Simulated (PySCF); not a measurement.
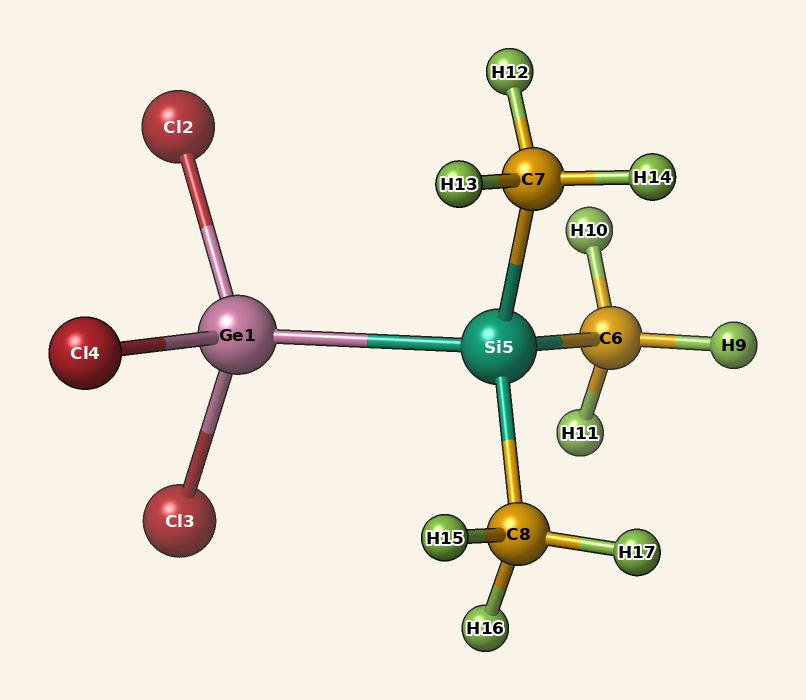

The computed structure is the end point of a PBE0-D3(BJ)/def2-SVP optimisation. No frequency run is at hand to confirm it as a minimum. Method: delta-SCF UKS SCAN, pcX-2 on the ionised atom (unc-x2c-TZVPall on a metal), pcseg-1 elsewhere, spin-free X2C (PySCF 2.14.0).

Give the core-electron binding energies (to vacuum; p and d levels without spin–orbit splitting) of Cl2 1s, Cl2 2p, Si5 1s, Si5 2p, C6 1s.

| atom | level | binding energy (eV) |
| --- | --- | --- |
| Cl2 | 1s | 2828.0 |
| Cl2 | 2p | 206.0 |
| Si5 | 1s | 1846.5 |
| Si5 | 2p | 107.0 |
| C6 | 1s | 290.6 |
